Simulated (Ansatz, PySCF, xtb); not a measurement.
Bond stretch in SH, doublet.

UHF/LANL2DZ = PySCF with unrestricted Hartree-Fock/LANL2DZ, with its core potentials past Ne; ROCCSDT(Q) = Ansatz (a first-principles code) with CCSDT(Q)/B on ROHF/aug-cc-pVDZ, frozen core; GFN1-xTB (xtb); UKS-CAM-B3LYP = unrestricted CAM-B3LYP/aug-cc-pVDZ (Ansatz); ROHF/aug-cc-pVDZ (Ansatz).

Energies are in kJ/mol, each relative to the lowest point of its own curve near equilibrium.

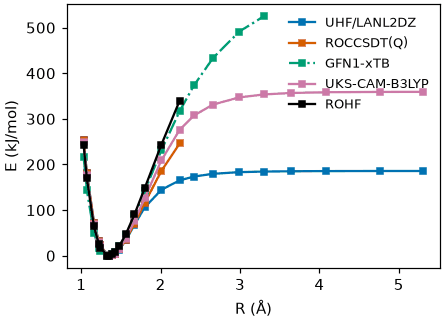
Fig. 1. Energy against bond length for each method.

```csv
R / Å,UHF/LANL2DZ,ROCCSDT(Q),GFN1-xTB,UKS-CAM-B3LYP,ROHF
1.03,252.7,254.3,215.6,248.5,242.5
1.07,180.3,181.1,145.0,176.5,170.4
1.16,72.4,72.2,49.2,69.7,64.5
1.22,32.0,31.7,17.8,30.1,26.1
1.24,22.7,22.4,11.3,21.1,17.6
1.33,1.2,1.1,0.0,0.9,0.2
1.35,0.0,0.0,0.5,0.0,0.0
1.39,0.6,0.8,4.1,1.2,2.8
1.42,3.3,3.6,8.7,4.4,7.2
1.48,13.3,13.9,21.7,15.5,20.9
1.56,33.4,34.5,45.4,37.4,46.6
1.67,67.7,70.0,86.4,75.7,90.4
1.80,106.0,115.9,142.0,126.7,148.4
2.01,144.7,186.0,231.5,209.1,243.7
2.24,165.3,246.2,317.1,276.1,340.1
2.42,173.6,—,373.4,307.4,—
2.66,179.5,—,433.5,331.4,—
2.99,183.1,—,491.2,347.0,—
3.30,184.5,—,524.9,353.5,—
3.64,185.1,—,—,356.7,—
4.08,185.5,—,—,358.4,—
4.76,185.7,—,—,359.1,—
5.31,185.7,—,—,359.2,—
```

At the longest distance, 5.31 Å, UKS-CAM-B3LYP lies highest above its minimum (359.2 kJ/mol) and UHF/LANL2DZ lowest (185.7 kJ/mol).

Dashes: no converged value, or the column stops at the first point that the program doubted or that broke a chosen test of continuity, which isn't proof of a fault.

The unrestricted determinant behind UHF/LANL2DZ is spin-contaminated at 1.80 to 5.31 Å (<S²> up to 1.8, against 0.75 for a pure doublet). The T1 diagnostic of CCSD on the restricted reference of ROCCSDT(Q) exceeds 0.045 at 2.42 Å. The unrestricted determinant behind UKS-CAM-B3LYP is spin-contaminated at 2.24 to 5.31 Å (<S²> up to 1.8, against 0.75 for a pure doublet).
